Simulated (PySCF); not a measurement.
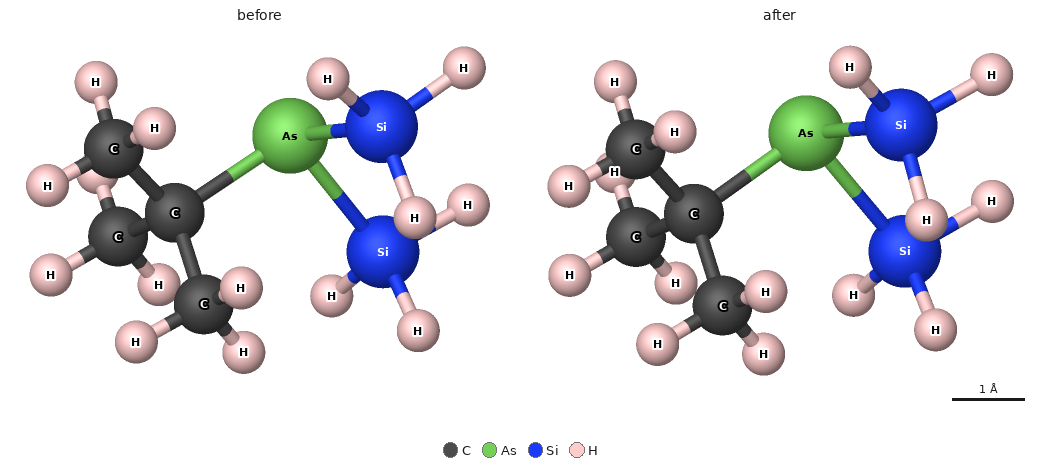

The structure of C$_{4}$H$_{15}$AsSi$_{2}$ before (left) and after (right) a relaxation, at one scale.

A ball-and-stick model, seen from a free direction.

The start comes from GFN2-xTB. Its atoms were then displaced at random by about 0.01 Å.

All numbers below come from PBE0-D3(BJ)/def2-SVP geometry optimisation, gas phase in PySCF 2.14.0, density-fitted response routines. 

### Summarise the run.

The largest move after the best rigid fit is that of an H atom, 0.18 Å. Largest moves by element: H 0.18 Å, As 0.07 Å, C 0.05 Å, Si 0.04 Å. Near-neighbour distances that change, for instance: H–Si 1.443 → 1.495 Å, C–H 1.052 → 1.101 Å, As–Si 2.320 → 2.362 Å, H–Si 1.462 → 1.496 Å. Among the angles between lasting bonds that change: H–C–H 112.4° → 107.8°, Si–As–Si 96.4° → 93.2°, C–C–H 109.3° → 111.7°. Over 7 geometry steps the energy falls by 0.214 eV. Cost: 2.2 min on 1 thread of Intel(R) Xeon(R) 6975P-C (shared host).
